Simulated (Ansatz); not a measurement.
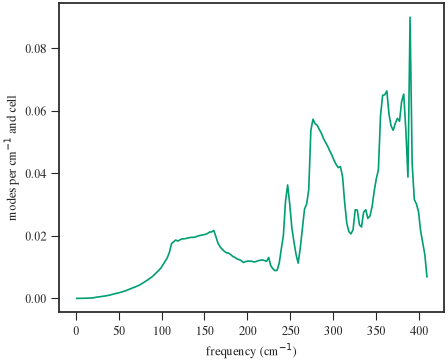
Figure. Phonon density of states of Si2Ni (fluorite or antifluorite type, Fm-3m), 3 atoms a cell, plane-wave PAW r²SCAN (Ansatz code)

### Question
Estimate the mean frequency and the zero-point energy.

### Answer
The mean is about 280 cm⁻¹, and (3/2)ħ⟨ω⟩ gives 52.6 meV/atom.

### Question
What share of the Dulong–Petit heat capacity is reached at 100 K and at 300 K?

### Answer
34 % and 85 %.

Symmetry was held in the r²SCAN relaxation; phonons on a q-mesh show no instability. The workflow began spin-polarised and lost its moments. As this level gives no gap, phonon frequencies hold no LO–TO term and depend on the k-mesh and smearing (Fermi–Dirac, 0.1 eV here).

Potentials: the later of the program's two PAW sets.
